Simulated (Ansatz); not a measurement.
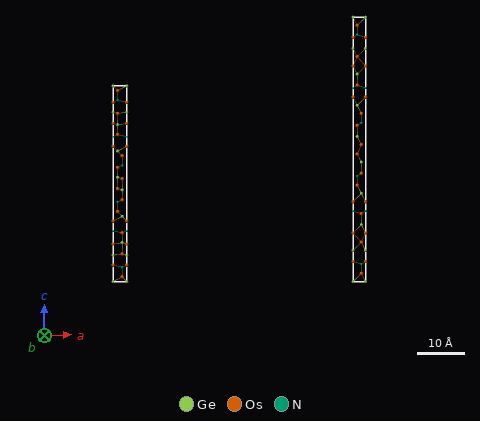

Two geometries of a crystal of Ge3Os6N2 (a generated structure, set up in R-3m), drawn at one scale. One is the start of a relaxation, the other its converged end. The picture is a ball-and-stick view of the conventional cell (3 times the calculation's cell), seen along the b axis. Lengths and directions refer to the drawn axes.

Computed with DFT, PAW plane waves, r2SCAN (Ansatz). (plane-wave cutoff 500 eV; k-point mesh 6 × 6 × 6; occupations fermi dirac; smearing width 0.1 eV; no spin polarisation; cell and atoms relaxed; at most 80 steps)

Question: Which one is relaxed?

Answer: The right one is the relaxed one. The start is a swapped structure. The largest moves relative to the cell, 0.94 Å, are those of Ge atoms. Largest moves by element: Ge 0.94 Å, Os 0.47 Å, N 0.42 Å. The volume changes by +11.0 %, with a = b 3.433 → 3.112 Å (−9.3 %), c 42.308 → 57.138 Å (+35.1 %). Near-neighbour distances that change, for instance: Ge–Os 2.433 → 3.780 Å, Os–Os 2.852 → 3.959 Å, Ge–Os 2.002 → 2.514 Å, Ge–Os 2.231 → 2.518 Å. Bonds break: Ge–Os (2.43 → 3.78 Å). Among the angles between lasting bonds that change: Ge–Os–Ge 118.1° → 76.5°, Os–Ge–Os 118.1° → 76.5°, Os–Ge–Os 98.1° → 134.4°. The space group stays R-3m (No. 166). Over 22 accepted moves (25 points after the start) the energy falls by 1826 meV per atom. The largest force component goes from 7.2 to 0.005 eV/Å. Pressure: 81.99 GPa at the start and 0.00 GPa at the end. The line search rejected the trial step at point 16 of the run. At 2 points the geometry stayed and the basis and grid were re-selected for the new cell (energy shift of 24.6 meV per atom at most each time).
